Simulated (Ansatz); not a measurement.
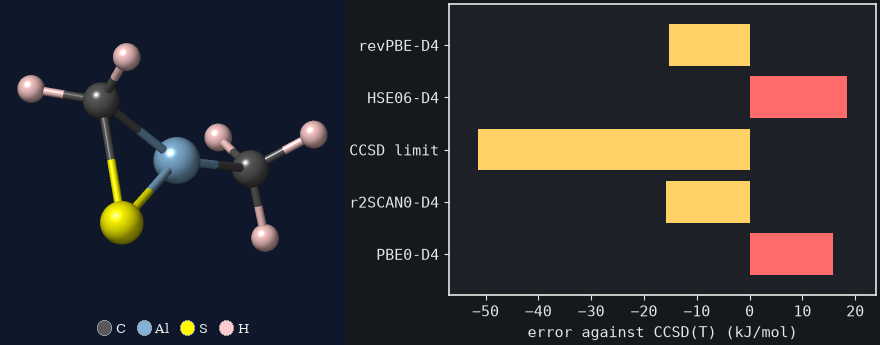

Error in the electronic atomisation energy (method less reference, so positive means overbinding) of C₂H₅AlS, SMILES [CH3][Al]1[CH2][S]1, singlet: functionals in def2-TZVPP against frozen-core CCSD(T) at the limit (MP2 extrapolated from triple and quadruple zeta, plus CCSD(T) less MP2 in a smaller set), which gives 3184.6 kJ/mol, at a PBE0-D4/def2-TZVP geometry (a minimum by its frequencies), no zero-point or spin-orbit term, the Ansatz code 0.2.0. The reference leaves out core correlation, a term that grows with the number of heavy atoms. Limit means the basis limit.

> What range do the values span?

From −51.4 kJ/mol (CCSD limit) to 18.4 kJ/mol (HSE06-D4).

> Give the values.

| level | kJ/mol |
| --- | --- |
| revPBE-D4 | −15.3 |
| HSE06-D4 | 18.4 |
| CCSD limit | −51.4 |
| r2SCAN0-D4 | −15.8 |
| PBE0-D4 | 15.8 |
